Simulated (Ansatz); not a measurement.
**CF (SMILES [C]F): UHF/STO-3G**

What is the vertical ionisation energy of CF at UHF/STO-3G? 

Program for the calculation: Ansatz 0.2.0.

36 further runs of the same task are left out: 36 set aside as unsound or not needed.

### 1 The system as given

CF has 2 atoms, charge 0, and is taken as a doublet. SMILES: `[C]F`. The coordinates come from a PBE0-D4/def2-TZVP relaxation.

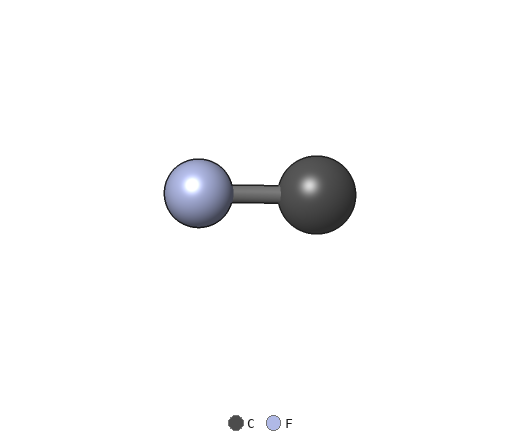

The structure, seen from a chosen angle (carbon dark grey, fluorine light blue).

### 2 The energy at UHF/STO-3G

Input file input.yaml:

```yaml
crystal:
  periodic: [false, false, false]
  atoms:
    - symbol: C
      position_ang: [-0.000000, 0.000000, 0.003080]
    - symbol: F
      position_ang: [0.000000, -0.000000, 1.271320]
basis:
  gaussian:
    orbitals: STO-3G
accuracy: high
hamiltonian:
  xc: hf
magnetization:
  spin_polarized: true
  initial_magnetization: 1
output: {orbitals: {seedname: orbitals}}
```

The run is started by

```bash
$ ansatz run input.yaml --threads 1 --pin off --max-ram 3480MiB --events-out events.jsonl --progress --plain --runs-dir runs
```

The log of the run:

```text
Warning: RAYON_NUM_THREADS=1 ignored (pool sized by the plan → 1); use --threads N
Functional definition: HF
  name "HF"
  exchange = exact_x
  correlation = 0
149 factors; integrals over basis functions are off by at most 3.2e-8 eV
mean field evaluation 1: about -3681.4651 eV, gradient 5.7e0 eV
mean field evaluation 2: about -3681.5225 eV, gradient 5.7e0 eV
mean field evaluation 4: about -3681.7892 eV, gradient 1.0e0 eV
mean field evaluation 8: about -3681.8099 eV, gradient 8.3e-3 eV
mean field evaluation 16: about -3681.4685 eV, gradient 2.1e0 eV
mean field evaluation 32: about -3681.4647 eV, gradient 5.7e0 eV
mean field -3681.80989094 eV, -135.3040178717 hartree, gradient 5.2e-8 eV, S^2 0.753277; 0 other end points of the search recorded, 0 dependent functions left out
reference -3681.80989094 eV, -135.3040178717 hartree; 8, 7 occupied and 2, 3 virtual orbitals, 149 factors
Total energy: -3681.80989094 eV, -135.3040178717 hartree
```

Wall time 0.06 s (1 thread of Arm Neoverse V1, shared host).

### 3 The singlet cation at the same level

Input file job.yaml:

```yaml
crystal:
  periodic: [false, false, false]
  atoms:
    - {symbol: C, position_ang: [-0.000000, 0.000000, 0.003080]}
    - {symbol: F, position_ang: [0.000000, -0.000000, 1.271320]}
basis:
  gaussian: {orbitals: STO-3G}
total_charge: 1
hamiltonian: {xc: hf}
accuracy: high
output: {orbitals: {seedname: orbitals}}
```

The run is started by

```bash
$ ansatz run job.yaml --threads 1 --pin off --max-ram 3480MiB --events-out events.jsonl --progress --plain --runs-dir runs
```

The log of the run:

```text
Warning: RAYON_NUM_THREADS=1 ignored (pool sized by the plan → 1); use --threads N
[... 4 set-up lines as earlier in the session ...]
149 factors; integrals over basis functions are off by at most 3.2e-8 eV
mean field evaluation 1: about -3669.9778 eV, gradient 3.4e1 eV
mean field evaluation 2: about -3670.0171 eV, gradient 3.4e1 eV
mean field evaluation 4: about -3674.4381 eV, gradient 1.5e0 eV
mean field evaluation 8: about -3674.4505 eV, gradient 9.9e-2 eV
mean field -3674.45051465 eV, -135.0335657815 hartree, gradient 2.0e-8 eV, S^2 0.000000; 0 other end points of the search recorded, 0 dependent functions left out
reference -3674.45051465 eV, -135.0335657815 hartree; 7, 7 occupied and 3, 3 virtual orbitals, 149 factors
Total energy: -3674.45051465 eV, -135.0335657815 hartree
```

It took 0.06 s on 1 thread of Arm Neoverse V1, shared host.

### 4 Outcome

Level: UHF/STO-3G.

| quantity | value |
| --- | --- |
| doublet CF: total energy | -135.30402 Eh |
| doublet CF: HOMO energy (highest over α and β) | -7.53 eV |
| doublet CF: LUMO energy (lowest over α and β) | 6.84 eV |
| doublet CF: ⟨S²⟩ | 0.753 |
| singlet cation: total energy | -135.03357 Eh |
| singlet cation: HOMO energy | -25.36 eV |
| singlet cation: LUMO energy | -7.08 eV |
| singlet cation: HOMO–LUMO gap | 18.28 eV |
| vertical ionisation energy (to the singlet cation) | 7.359 eV |

The vertical ionisation energy comes to 7.36 eV (170 kcal/mol). Only the singlet of the ionised species was computed; a triplet could lie lower. In a minimal basis such a difference can be off by several eV, whatever the method.
